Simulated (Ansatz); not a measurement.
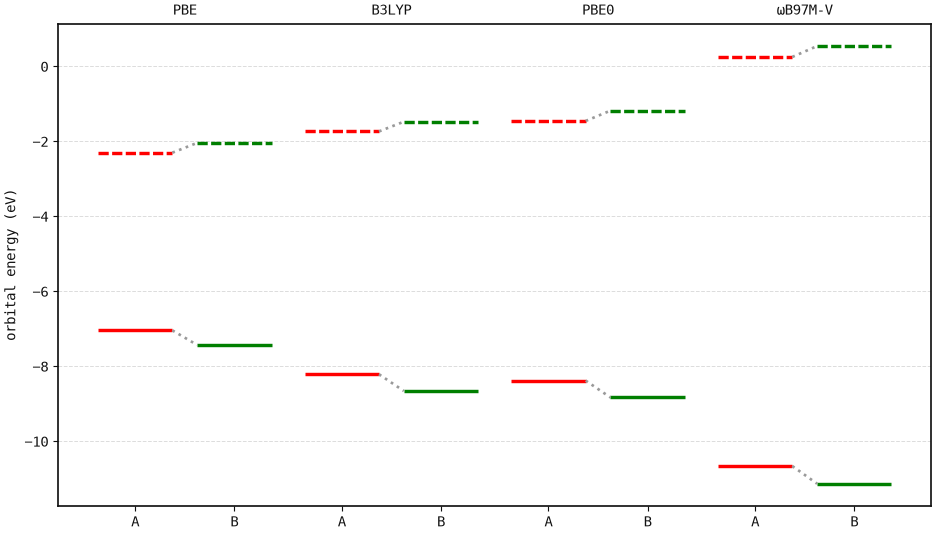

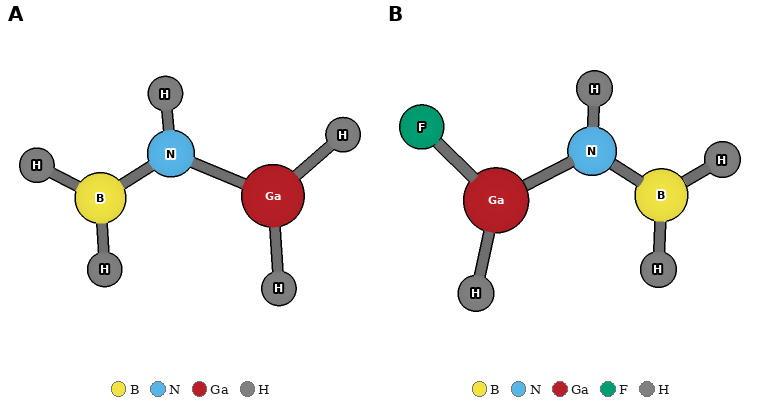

One change: A, GaBNH₅ (SMILES B[NH][GaH2]), becomes B, GaBNH₄F (SMILES B[NH][GaH][F]). H on Ga is replaced by F. HOMO (solid) and LUMO (dashed) computed in def2-TZVPP at PBE0-D4/def2-TZVP geometries, both minima by their frequencies, gas phase, the Ansatz code. Empty levels above zero depend strongly on the basis.

### What does the change do to HOMO and LUMO?

PBE: the HOMO falls by 0.39 eV, the LUMO rises by 0.26 eV, and the separation goes from 4.74 to 5.39 eV. B3LYP: the HOMO falls by 0.45 eV, the LUMO rises by 0.26 eV, and the separation goes from 6.48 to 7.18 eV. PBE0: the HOMO falls by 0.45 eV, the LUMO rises by 0.28 eV, and the separation goes from 6.93 to 7.65 eV. ωB97M-V: the HOMO falls by 0.47 eV, the LUMO rises by 0.29 eV, and the separation goes from 10.91 to 11.67 eV.

### Do the functionals agree on the effect?

They agree on the direction for both levels; the HOMO shift lies between −0.47 and −0.39 eV and the LUMO shift between 0.26 and 0.29 eV, while the separations themselves differ by up to 6.3 eV between functionals.

Known limits of this run: one conformer of each flexible molecule.
